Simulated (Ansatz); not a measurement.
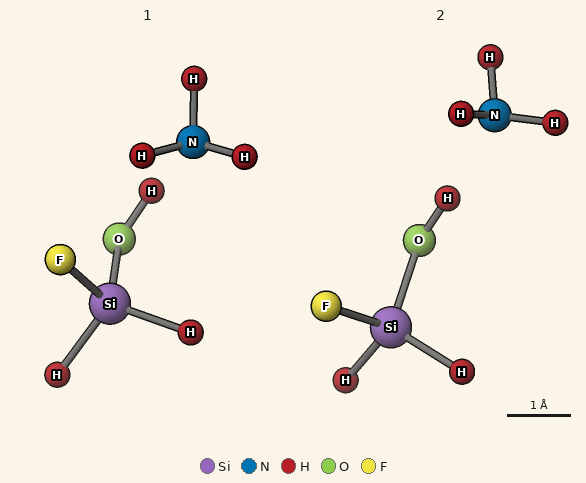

Two geometries of SiNH$_{6}$OF, drawn at one scale. One is the start of a relaxation, the other its converged end. A ball-and-stick model, seen from a free direction.

All numbers below come from Ansatz 0.2.0, RHF/cc-pVDZ. Settings: no spin polarisation; force threshold 0.03 eV/Å; at most 50 steps.

Which geometry has the lower energy?

Answer. Structure 2 is the relaxed one. The run prepares an end point of a later path (reaction) calculation, from a guessed geometry. The energy falls by 0.146 eV in 22 accepted moves (23 points after the start). Largest force component: 0.93 eV/Å at the start, 0.026 eV/Å at the end. The line search rejected the trial step at point 5 of the run. The F atom moves most after the best rigid fit: 0.86 Å. By element the largest moves are F 0.86 Å, H 0.83 Å, N 0.45 Å, O 0.43 Å, Si 0.43 Å. Some distances before and after: H–N 1.029 → 1.009 Å, F–Si 1.618 → 1.637 Å, H–O 0.952 → 0.961 Å, O–Si 1.642 → 1.638 Å. Among the angles between lasting bonds that change: Si–O–H 111.5° → 117.8°. Cost: 50 s on 1 thread of Arm Neoverse V1, with other jobs on the host, peak memory 0.16 GiB.
